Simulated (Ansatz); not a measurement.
ClGe2H5···NH2 (doublet)

Input

```
crystal:
  periodic: [false, false, false]
  atoms:
    - { symbol: Ge, position_ang: [0.0, 0.0, 0.0] }
    - { symbol: Cl, position_ang: [0.0, 0.0, 2.47] }
    - { symbol: Ge, position_ang: [2.2632, 0.0, -0.7992] }
    - { symbol: H, position_ang: [2.7487, -1.4611, -0.9782] }
    - { symbol: H, position_ang: [2.3309, 0.7367, -2.1612] }
    - { symbol: H, position_ang: [3.1736, 0.7244, 0.225] }
    - { symbol: H, position_ang: [-0.73, 1.2648, -0.5162] }
    - { symbol: H, position_ang: [-0.73, -1.2648, -0.5162] }
    - { symbol: "N", position_ang: [0.0, 0.0, 4.5] }
    - { symbol: H, position_ang: [-0.496, -0.7725, 5.03] }
    - { symbol: H, position_ang: [0.496, 0.7725, 5.03] }
magnetization:
  spin_polarized: true
  initial_magnetization: 1
basis:
  gaussian: { orbitals: def2-SVP }
hamiltonian:
  xc: pbe
relax:
  f_tol: 0.15
  max_steps: 25
  restrain:
    - { distance: [1, 8], at: 2.93, k: 30.0 }
    - { distance: [0, 1], at: 2.22, k: 30.0 }
output:
  orbitals: {}
```

Command:

```sh
ansatz run input.yaml --threads 4 --pin off --max-ram 5120MiB --backend cpu --events-out ev --progress --plain --runs-dir out
```

The fields are those of the relaxed geometry.

These are results of UKS PBE/def2-SVP (Ansatz), not measurements.

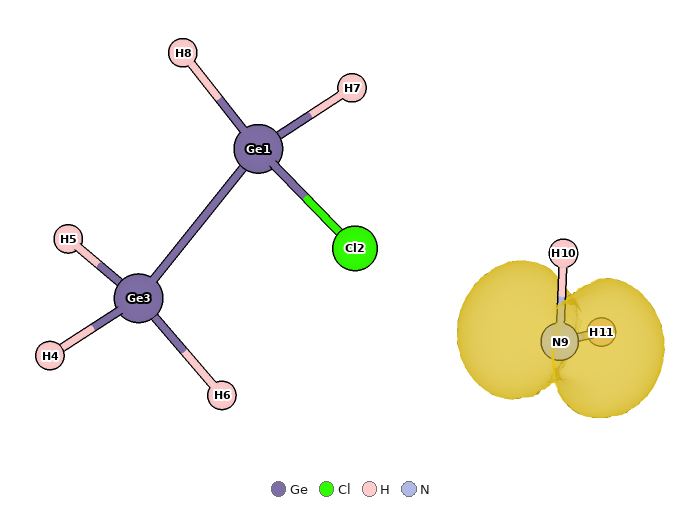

Figure 1. Isosurfaces of the spin density at +0.06 (yellow) and −0.06 e/Å³ (cyan), seen at an oblique angle.

> Which atoms carry the spin?

The unpaired spin (1 electron) lies mostly on N9 (about 0.9), in electrons by Hirshfeld's partition.

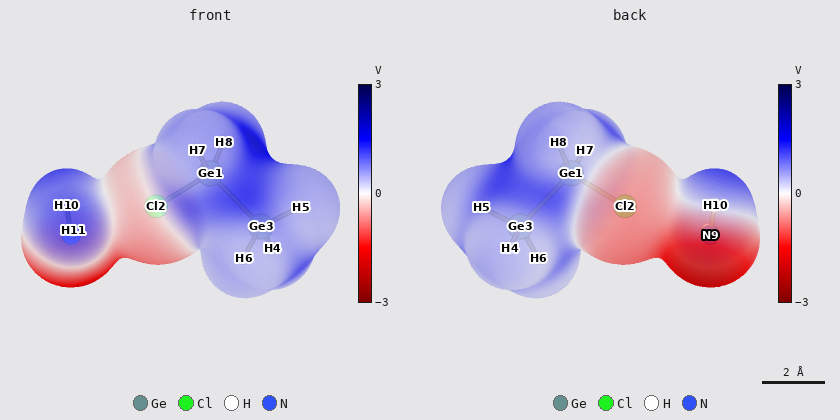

Figure 2. The molecular electrostatic potential painted on the density surface at 0.002 e/bohr³, seen from the front and from behind; red is negative and blue positive.

> Which sites attract a positive test charge, and which a negative one?

A positive charge is drawn to the negative regions and a negative charge to the positive ones. The most negative region (about −2.1 V) lies over N9, the most positive (about +1.7 V) over Ge1. N9 is the likeliest acceptor of a hydrogen bond.

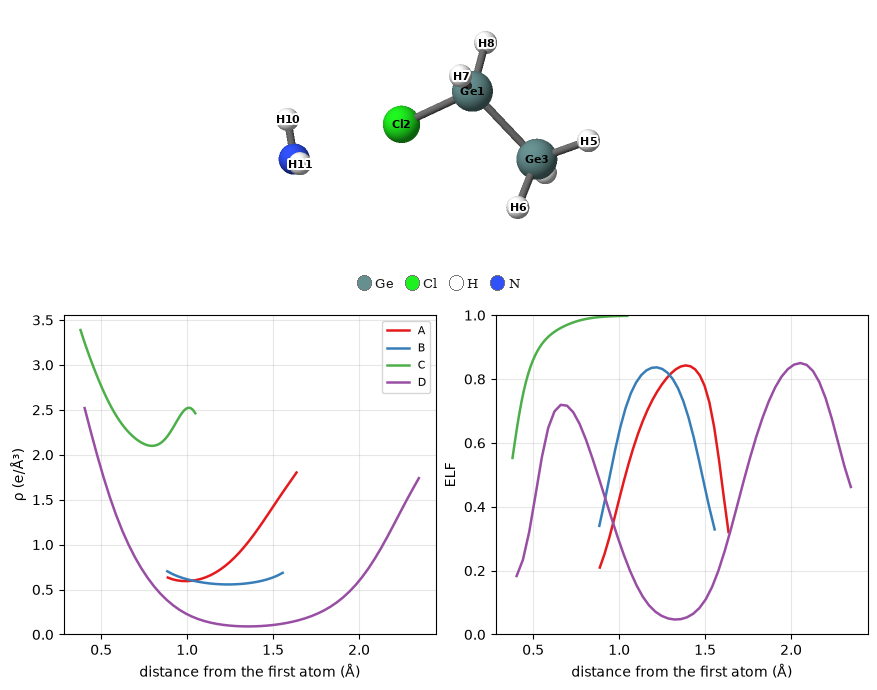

Figure 3. Total electron density and ELF along straight lines between neighbouring atoms. The curves leave out the atomic cores. The structure is drawn too.

> Which curve belongs to which contact (Ge–Cl, Ge–Ge, N–Cl and N–H)? The first atom named is at distance zero.

Curve A: Ge–Cl (2.22 Å): the density is about 0.64 e/Å³ at the midpoint; the ELF peaks at about 0.85 in the valence shell of Cl, 0.8 Å from its nucleus, and is about 0.65 at the midpoint. Curve B: Ge–Ge (2.44 Å): ρ at the midpoint is about 0.56 e/Å³; the ELF peaks at about 0.85 between the atoms (localised, covalent bonding). Curve C: N–H (1.05 Å): ρ is about 2.7 e/Å³ halfway; the ELF climbs to about 1 towards the hydrogen, as it does in any bond to H; an ordinary covalent bond to hydrogen. Curve D: N9···Cl2 (2.93 Å): the density falls to about 0.09 e/Å³ on the way; the ELF dips to about 0.05 between them.
